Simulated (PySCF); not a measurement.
Be(tBu)(SeH), SMILES C[C](C)(C)[Be][SeH] at its GFN2-xTB optimised geometry (Å):

```
16

Be     0.5743    -0.5129     0.0000
C     -0.6902     0.6612    -0.0026
C     -1.7856    -0.4311     0.0075
C     -0.9106     1.5506     1.2281
C     -0.9139     1.5310    -1.2468
H     -2.7731     0.0338     0.0007
H     -1.7268    -1.0579     0.8980
H     -1.7244    -1.0774    -0.8691
H     -0.8200     0.9819     2.1511
H     -0.1839     2.3585     1.2554
H     -1.9087     1.9925     1.1993
H     -0.1870     2.3380    -1.2890
H     -0.8260     0.9475    -2.1609
H     -1.9117     1.9735    -1.2223
Se     1.3545    -2.3585     0.0000
H      2.7731    -2.3585     0.0000
```

Computed with CAM-B3LYP/def2-TZVP (PySCF 2.14.0). Cells within 0.4 Å of a nucleus heavier than hydrogen are left out (blank, or x).

Map of the log10 of the electron density (e/bohr³), floored at −4 on the plane z = 0.0 Å:

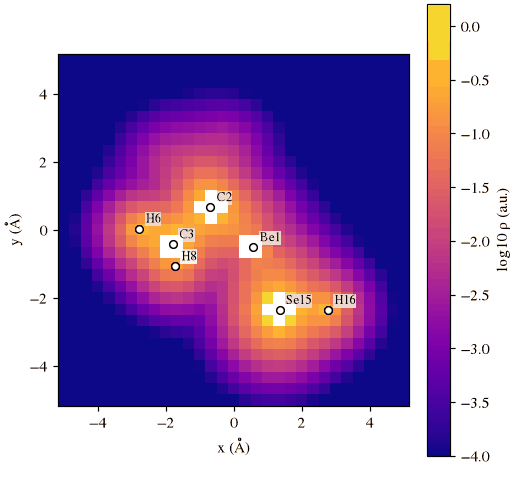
Log10 of the electron density (e/bohr³), floored at −4 on the plane z = 0.0 Å.
